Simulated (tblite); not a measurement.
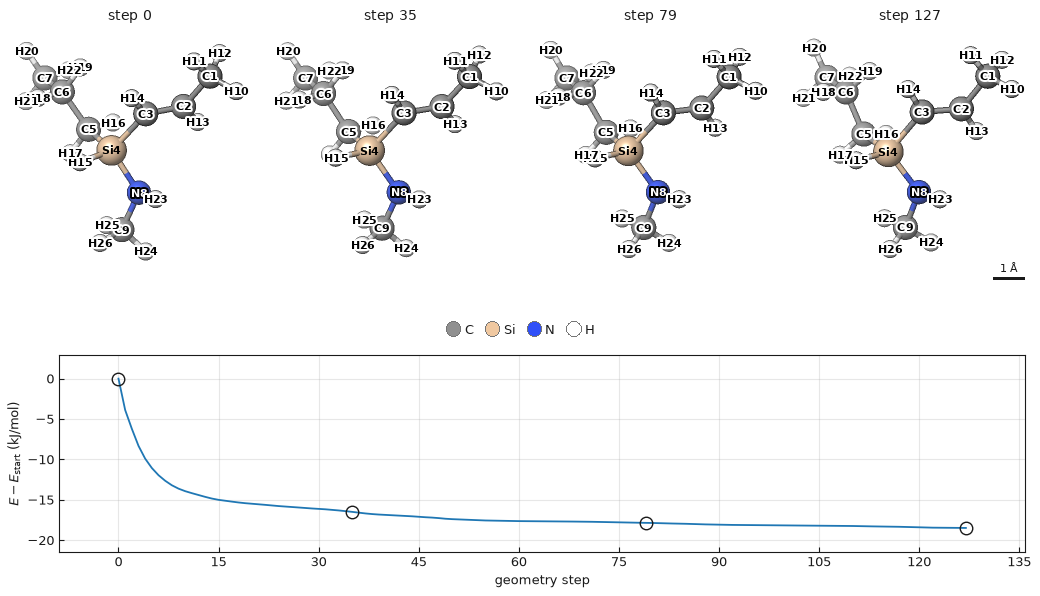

Frames of a relaxation of C7H17NSi, marked on the history of the run. Style: ball-and-stick. Shown at a tilt.

Level of theory: GFN2-xTB geometry optimisation, gas phase in tblite 0.8.0. 

### What happens along the run?

H24 moves most after the best rigid fit: 0.56 Å. Largest moves by element: H 0.56 Å, C 0.24 Å, Si 0.16 Å, N 0.07 Å. Some distances before and after: C3–Si4 1.854 → 1.879 Å, Si4–C5 1.885 → 1.906 Å, Si4–N8 1.707 → 1.724 Å, C1–C2 1.511 → 1.493 Å. Bond angles that change, for instance: N8–Si4–H15 106.7° → 115.3°, Si4–N8–H23 107.8° → 116.1°, Si4–C3–H14 112.7° → 116.4°. Over 127 geometry steps the energy falls by 18.5 kJ/mol. From step 0 to 35: H atoms move most (0.21 Å), energy −16.5 kJ/mol. From step 35 to 79: H24 moves most (0.30 Å), energy −1.36 kJ/mol. From step 79 to 127: H atoms move most (0.25 Å), energy −0.63 kJ/mol.
